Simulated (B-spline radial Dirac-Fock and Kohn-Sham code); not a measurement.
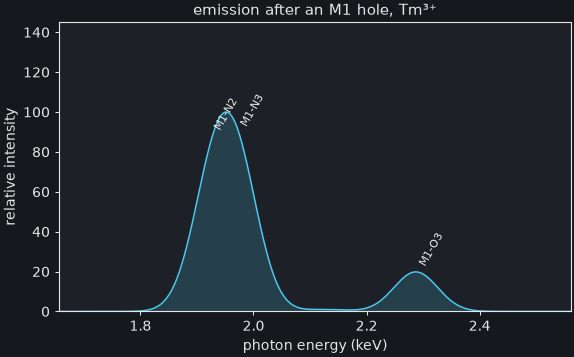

**Figure.** X-ray emission lines that fill an M1 (3s) hole, broadened by a Gaussian of 91 eV full width, as by a silicon detector. Lines at much lower energy are not shown. Multiplet splitting by the open shell is left out. Species: Tm³⁺ in the configuration [Xe] 4f12. The calculation used independent-particle rates on relativistic LDA orbitals of the hole state (multipoles to L = 3), energies from Dirac–Fock ΔSCF (a radial B-spline solver). Widths ruled by Coster–Kronig decay come out up to twice the measured ones in this model.

What can be read from it?

The strongest line is M1-N3 at 1.9740 keV with 39.6 % of the photons, then M1-N2 at 1.9273 keV (37 %), M1-O3 at 2.2901 keV (6.7 %), M1-O2 at 2.2838 keV (6.1 %), M1-N5 at 2.1301 keV (0.37 %). The hole has a width of 14.9 eV and a fluorescence yield of 0.00132.
